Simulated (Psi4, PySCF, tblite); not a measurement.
Two rigid molecules brought together: H9N3Si3 ··· HCl (SMILES N1[SiH2]N[SiH2]N[SiH2]1 and Cl). Monomers: optimised at B3LYP-D3(BJ) (def2-SVP and def2-TZVP), held rigid. Orientation: a higher rigid-body minimum at GFN2-xTB. Only R, the distance of the centres of mass, is varied, so the lowest point isn't the relaxed dimer.

Geometry at R = 4.45 Å (first 15 atoms: monomer A):
```
17

Si     1.7098    -0.4400    -0.4149
N      0.2444    -1.3940    -0.4272
Si    -1.1939    -1.2467     0.5560
N     -1.4612     0.4665     0.6928
Si    -0.5310     1.6117    -0.2497
N      1.1688     1.1976    -0.1886
H      2.3914    -0.7238    -1.7144
H      2.6799    -0.7717     0.6746
H      0.2151    -2.1310    -1.1276
H     -2.2575    -2.0138    -0.1611
H     -1.0885    -1.8201     1.9338
H     -1.9657     0.8202     1.5011
H     -0.7092     2.9675     0.3436
H     -1.0038     1.6119    -1.6615
H      1.8013     1.8657     0.2433
Cl     1.4583    -4.1165     0.9298
H      1.0019    -2.9978     0.5011
```

SCS-MP2/aug-cc-pVDZ = DF-SCS-MP2/aug-cc-pVDZ, frozen core, counterpoise-corrected run with Psi4 1.11; PBE/def2-TZVP, counterpoise-corrected (Psi4); GFN2-xTB (tblite); RKS-B3LYP/LANL2DZ = PySCF with restricted B3LYP/LANL2DZ, with its core potentials past Ne, no counterpoise correction; RKS-B3LYP/3-21G = restricted B3LYP/3-21G, no counterpoise correction run with PySCF.

Interaction energies in kJ/mol (negative: bound); R is the distance of the centres of mass, d the N2···H17 distance.

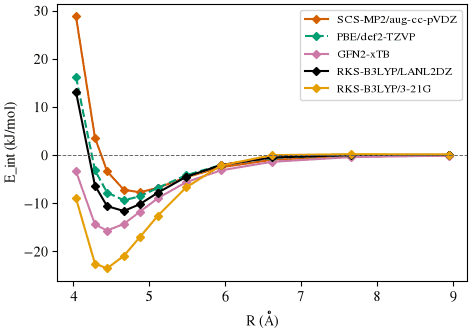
Interaction energy against separation.

| R / Å | d / Å | SCS-MP2/aug-cc-pVDZ | PBE/def2-TZVP | GFN2-xTB | RKS-B3LYP/LANL2DZ | RKS-B3LYP/3-21G |
|---|---|---|---|---|---|---|
| 4.04 | 1.61 | 28.78 | 16.24 | -3.38 | 13.13 | -8.97 |
| 4.29 | 1.85 | 3.59 | -3.18 | -14.42 | -6.35 | -22.55 |
| 4.45 | 2.00 | -3.39 | -7.79 | -15.69 | -10.62 | -23.54 |
| 4.67 | 2.21 | -7.22 | -9.39 | -14.31 | -11.63 | -20.95 |
| 4.88 | 2.42 | -7.75 | -8.58 | -11.81 | -10.21 | -17.07 |
| 5.12 | 2.65 | -6.81 | -6.81 | -8.96 | -7.81 | -12.59 |
| 5.49 | 3.01 | -4.64 | -4.21 | -5.64 | -4.54 | -6.74 |
| 5.95 | 3.47 | -2.53 | -2.07 | -3.18 | -2.08 | -2.17 |
| 6.62 | 4.13 | -1.01 | -0.60 | -1.41 | -0.51 | -0.04 |
| 7.66 | 5.16 | -0.28 | -0.02 | -0.43 | -0.01 | 0.18 |
| 8.95 | 6.45 | -0.07 | 0.03 | -0.13 | 0.04 | 0.10 |

Lowest grid point: SCS-MP2/aug-cc-pVDZ -7.75 kJ/mol at R = 4.88 Å; PBE/def2-TZVP -9.39 kJ/mol at R = 4.67 Å; GFN2-xTB -15.69 kJ/mol at R = 4.45 Å; RKS-B3LYP/LANL2DZ -11.63 kJ/mol at R = 4.67 Å; RKS-B3LYP/3-21G -23.54 kJ/mol at R = 4.45 Å.
